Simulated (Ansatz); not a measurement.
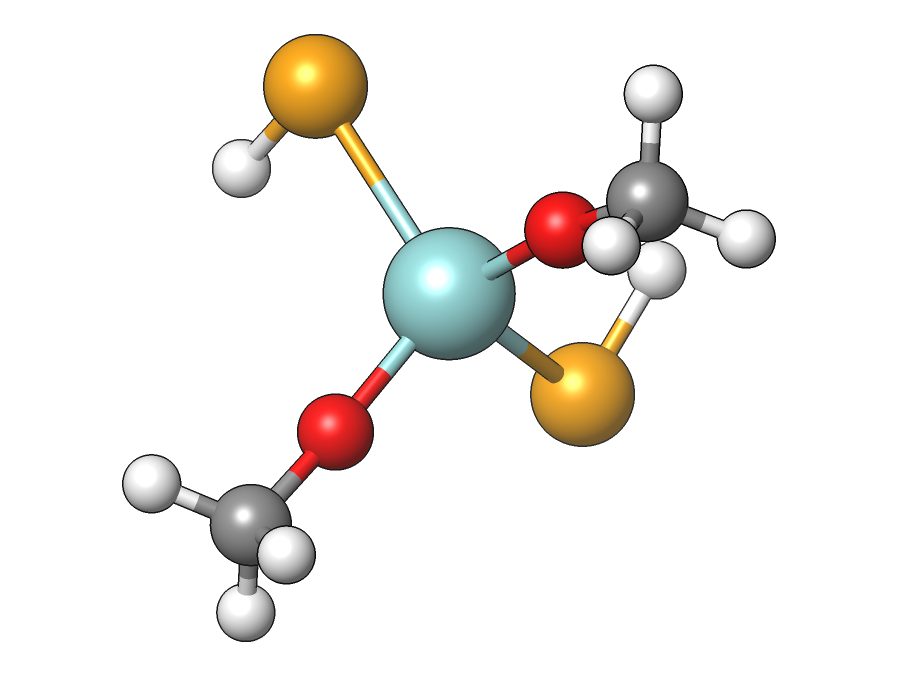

Every bond is drawn as one stick, whatever its order. Colours: carbon grey, oxygen red, zirconium light teal, selenium orange, hydrogen white.

Charge 0, singlet.

What is the molecular formula?

C2H8O2Se2Zr, 15 atoms: 2 carbon, 8 hydrogen, 2 oxygen, 2 selenium and 1 zirconium.

Which point group does it belong to?

C2.

Write the SMILES.

C[O][Zr]([SeH])([SeH])[O]C

More results for the same structure follow; atom numbers are the same in all pictures, views and colours differ. Computed geometry: PBE0-D4/def2-TZVP optimisation. No frequency run is at hand to confirm it as a minimum.

### Shape

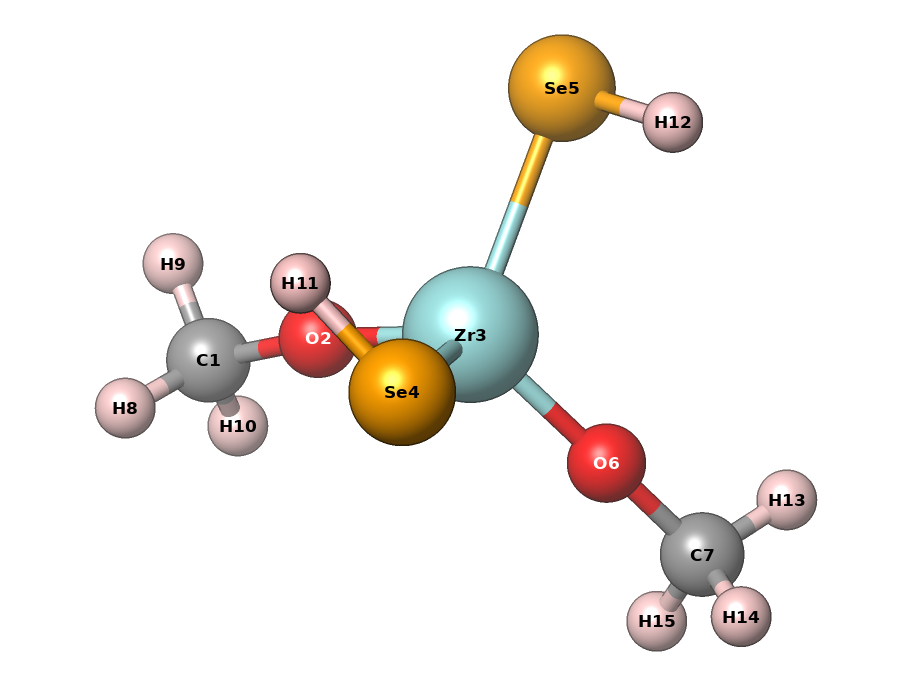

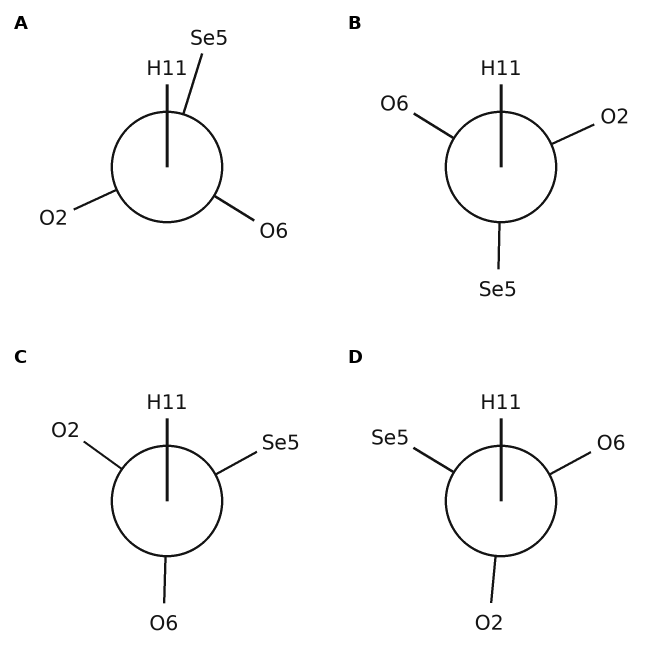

Atoms fade into the background with distance from the viewer. Bonds that would overlap in a projection are set slightly apart. No frequency run is at hand to confirm it as a minimum.

Which Newman projection shows the view along Se4–Zr3, with Se4 in front?

C. The torsion angle H11–Se4–Zr3–Se5 is 61°, synclinal (gauche).

### Charges

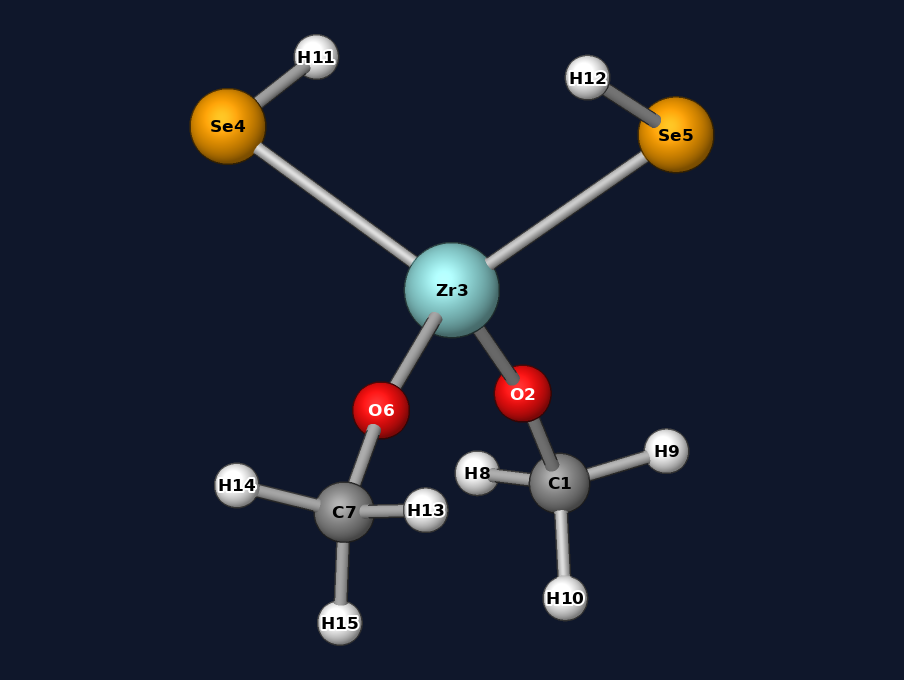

The questions are on Mulliken charges. No frequency run is at hand to confirm it as a minimum. Method: RKS B3LYP-D4/def2-TZVPP, core potentials on Zr (Ansatz 0.2.0).

Which atom carries the highest charge (most positive or least negative)?

Zr3 (1.04 e).

And the lowest?

O2, O6 (−0.47 e).

List the Mulliken charges.

| atom | value (e) |
| --- | --- |
| C1 | −0.12 |
| O2 | −0.47 |
| Zr3 | 1.04 |
| Se4 | −0.29 |
| Se5 | −0.29 |
| O6 | −0.47 |
| C7 | −0.12 |
| H8 | 0.11 |
| H9 | 0.11 |
| H10 | 0.10 |
| H11 | 0.05 |
| H12 | 0.05 |
| H13 | 0.11 |
| H14 | 0.11 |
| H15 | 0.10 |

### Dipole moment

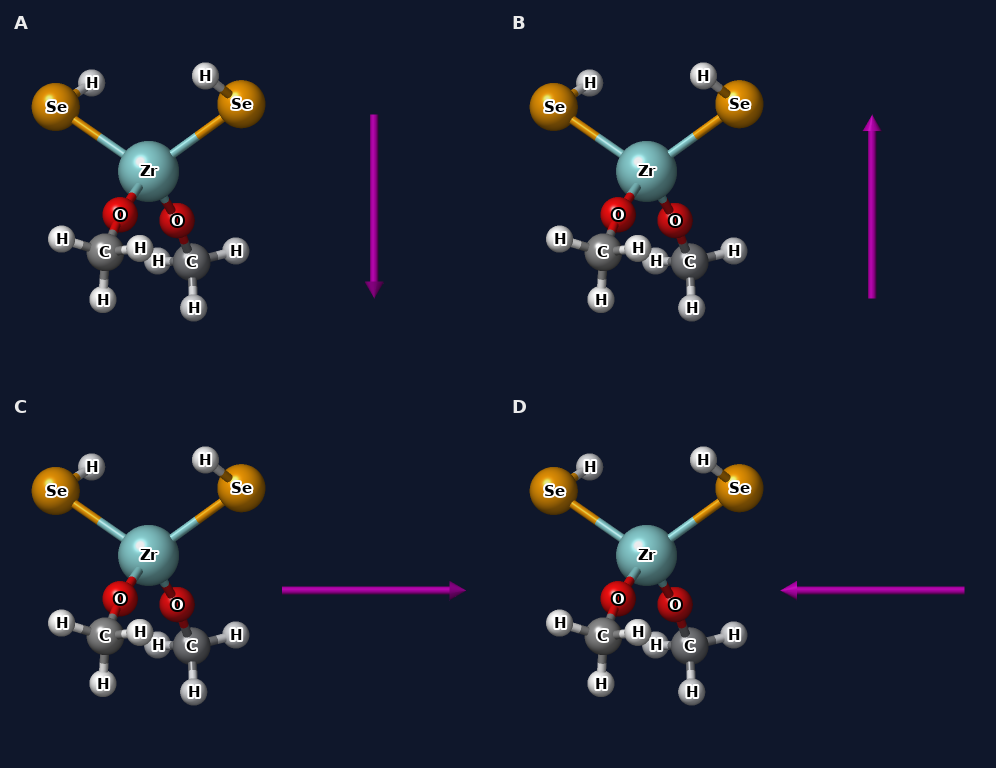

The same molecule four times, each with an arrow. No frequency run is at hand to confirm it as a minimum. Properties computed with RKS B3LYP-D4/def2-TZVPP, core potentials on Zr (Ansatz 0.2.0).

Which arrow points along the dipole moment, from the negative to the positive end?

A. The dipole moment is 3.72 D.

### Electronic properties

No frequency run is at hand to confirm it as a minimum. Level of theory: RKS SPW92 (LDA)/def2-TZVPP, core potentials on Zr (Ansatz 0.2.0).

Give the LUMO energy (Kohn–Sham orbital) at this level.

−2.10 eV.

Give the HOMO energy (Kohn–Sham orbital) at this level.

−5.65 eV.

Mulliken values depend strongly on the basis set and can even reverse the polarity of a bond.
